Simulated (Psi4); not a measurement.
**BCl2 (SMILES Cl[B]Cl): UCAM-B3LYP/def2-TZVP**

Aim: the vertical ionisation energy of BCl2 at UCAM-B3LYP/def2-TZVP, from 2 runs. 

Program for the calculation: Psi4 1.11.

## 1. The molecule

BCl2: 3 atoms, total charge 0, spin state doublet. As SMILES, `Cl[B]Cl`. The coordinates come from a PBE0-D4/def2-TZVP relaxation.

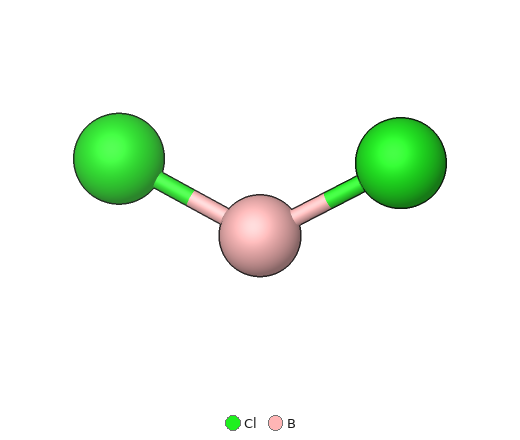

The structure, seen from a chosen angle (chlorine green, boron pink).

## 2. Energy and forces at UCAM-B3LYP/def2-TZVP

Input file input.in:

```
memory 1600 MB

molecule geom {
  0 2
  Cl     0.371500    -1.525600     0.030000
  B     -0.463900    -0.050300    -0.256900
  Cl     0.081500     1.511100     0.213700
  units angstrom
  symmetry c1
}

set globals {
  basis def2-TZVP
  reference uks
  puream true
  e_convergence 1e-09
  d_convergence 1e-08
  scf_type pk
  dft_radial_points 99
  dft_spherical_points 590
  maxiter 100
}

result, w = gradient('cam-b3lyp', return_wfn=True)
```

Run with:

```sh
$ psi4 -n 1 input.in input.out
```

input.out:

```text
[...]
  Running in c1 symmetry.
[...]
  Nuclear repulsion =  102.359078461763858
[...]
  Multiplicity = 2
[...]
  Nalpha       = 20
  Nbeta        = 19
[...]
    Number of basis functions: 105
[...]
   @UKS iter   1:  -945.26351125903454   -1.89701e-01   3.39116e-03 ADIIS/DIIS
[...]
   @UKS iter  11:  -945.29504355933068   -3.72893e-11   6.97413e-09 DIIS
[...]
   @S^2 Observed:                7.526807589E-01
[...]
    Orbital Energies [Eh]
    ---------------------
    Alpha Occupied:
       1A   -101.623209     2A   -101.623201     3A     -9.558022
       4A     -9.558014     5A     -7.318307     6A     -7.318298
       7A     -7.313654     8A     -7.313646     9A     -7.312453
      10A     -7.312443    11A     -6.942665    12A     -0.969500
      13A     -0.936833    14A     -0.594191    15A     -0.517108
      16A     -0.471825    17A     -0.463957    18A     -0.414815
      19A     -0.406684    20A     -0.283976
    Alpha Virtual:
      21A     -0.025777    22A      0.089793    23A      0.113326
      24A      0.122840    25A      0.155453    26A      0.155560
[...]
  @UKS Final Energy:  -945.29504355933068
   => Energetics <=
    Nuclear Repulsion Energy =            102.3590784617638576
    One-Electron Energy =               -1507.1928482821049329
    Two-Electron Energy =                 505.7798120034449880
    DFT Exchange-Correlation Energy =     -46.2410857424345565
    Empirical Dispersion Energy =           0.0000000000000000
    VV10 Nonlocal Energy =                  0.0000000000000000
    Total Energy =                       -945.2950435593306793
[...]
 Multipole Moments:
 ------------------------------------------------------------------------------------
     Multipole            Electronic (a.u.)      Nuclear  (a.u.)        Total (a.u.)
 ------------------------------------------------------------------------------------
 L = 1.  Multiply by 2.5417464519 to convert [e a0] to [Debye]
 Dipole X            :         -0.3444291            0.4527417            0.1083126
 Dipole Y            :         -0.0190331            0.0248715            0.0058384
 Dipole Z            :         -0.0000000           -0.0000000           -0.0000000
 Magnitude           :                                                    0.1084698
[...]
  -Total Gradient:
     Atom            X                  Y                   Z
    ------   -----------------  -----------------  -----------------
       1        0.000293586462     0.000199705258    -0.000000000000
       2       -0.000621680678    -0.000053232577    -0.000000000000
       3        0.000322457341    -0.000146783668    -0.000000000000
[...]
```

Wall time 42 s (1 thread of Intel Xeon Platinum 8259CL at 2.50GHz (Skylake/Cascade Lake), shared host); peak memory 0.77 GiB.

## 3. The singlet cation, same level

Input file bcl2.py:

```python
import psi4

psi4.set_memory(1600000000)
psi4.set_num_threads(1)
psi4.core.set_output_file('run.log', False)

m = psi4.geometry("""
1 1
Cl     0.371500    -1.525600     0.030000
B     -0.463900    -0.050300    -0.256900
Cl     0.081500     1.511100     0.213700
symmetry c1
no_reorient
no_com
""")

psi4.set_options(dict(puream=True, e_convergence=1e-09, d_convergence=1e-08, scf_type='pk', dft_radial_points=99, dft_spherical_points=590))

e_tot, wfn = psi4.gradient("cam-b3lyp/def2-TZVP", return_wfn=True)
psi4.oeprop(wfn, "WIBERG_LOWDIN_INDICES", "LOWDIN_CHARGES", "MULLIKEN_CHARGES", title="CAM-B3LYP")
print('gradient / Eh bohr^-1')
print(e_tot.np.round(6))
print(f'energy = {wfn.energy():.10f} Eh')
```

Run with:

```sh
$ python bcl2.py
```

run.log, shortened:

```text
[...]
  Running in c1 symmetry.
[...]
  Nuclear repulsion =  102.359078461763886
[...]
  Multiplicity = 1
[...]
  Nalpha       = 19
  Nbeta        = 19
[...]
    Number of basis functions: 105
[...]
   @RKS iter   1:  -944.93172144061236    1.42089e-01   3.24890e-03 ADIIS/DIIS
[...]
   @RKS iter  11:  -944.96762093693349   -9.77707e-12   5.87164e-09 DIIS
[...]
  @RKS Final Energy:  -944.96762093693349
   => Energetics <=
    Nuclear Repulsion Energy =            102.3590784617638860
    One-Electron Energy =               -1496.7846895213833704
    Two-Electron Energy =                 495.4759367293478931
    DFT Exchange-Correlation Energy =     -46.0179466066618943
    Empirical Dispersion Energy =           0.0000000000000000
    VV10 Nonlocal Energy =                  0.0000000000000000
    Total Energy =                       -944.9676209369334856
[...]
 Multipole Moments:
 ------------------------------------------------------------------------------------
     Multipole            Electronic (a.u.)      Nuclear  (a.u.)        Total (a.u.)
 ------------------------------------------------------------------------------------
 L = 1.  Multiply by 2.5417464519 to convert [e a0] to [Debye]
 Dipole X            :        -10.5201604           10.1695611           -0.3505992
 Dipole Y            :          0.8787448           -0.9410836           -0.0623389
 Dipole Z            :         -5.5984881            5.4015932           -0.1968949
 Magnitude           :                                                    0.4069073
[...]
  -Total Gradient:
     Atom            X                  Y                   Z
    ------   -----------------  -----------------  -----------------
       1        0.046575376424    -0.028313975576     0.022047869367
       2       -0.087234284173    -0.005454059334    -0.047857926584
       3        0.040653288711     0.033767683157     0.025806974486
[...]
  Mulliken Charges: (a.u.)
   Center  Symbol    Alpha    Beta     Spin     Total
       1    CL     8.36106  8.36106  0.00000  0.27788
       2     B     2.27786  2.27786  0.00000  0.44429
       3    CL     8.36108  8.36108  0.00000  0.27784
   Total alpha = 19.00000, Total beta = 19.00000, Total charge =  1.00000
  Lowdin Charges: (a.u.)
   Center  Symbol    Alpha    Beta     Spin     Total
[...]
```

Standard output:

```text
gradient / Eh bohr^-1
[[ 0.046575 -0.028314  0.022048]
 [-0.087234 -0.005454 -0.047858]
 [ 0.040653  0.033768  0.025807]]
energy = -944.9676209369 Eh
```

Wall time 32 s (1 thread of Intel Xeon Platinum 8259CL at 2.50GHz (Skylake/Cascade Lake), shared host); peak memory 0.76 GiB.

## 4. Outcome

Level: UCAM-B3LYP/def2-TZVP.

| quantity | value |
| --- | --- |
| doublet BCl2: total energy | -945.29504 Eh |
| doublet BCl2: dipole moment | 0.28 D |
| doublet BCl2: HOMO energy (highest over α and β) | -7.73 eV |
| doublet BCl2: LUMO energy (lowest over α and β) | -1.18 eV |
| doublet BCl2: ⟨S²⟩ | 0.753 |
| doublet BCl2: largest force on an atom | 0.032 eV/Å |
| singlet cation: total energy | -944.96762 Eh |
| singlet cation: HOMO energy | -17.61 eV |
| singlet cation: LUMO energy | -9.90 eV |
| singlet cation: HOMO–LUMO gap | 7.70 eV |
| singlet cation: largest force on an atom | 5.124 eV/Å |
| vertical ionisation energy (to the singlet cation) | 8.910 eV |

Removing an electron at fixed nuclei costs 8.91 eV (205 kcal/mol). Only the singlet of the ionised species was computed; a triplet could lie lower. Mulliken charges (singlet cation) run from +0.28 on Cl3 to +0.44 on B2; they depend strongly on the basis.
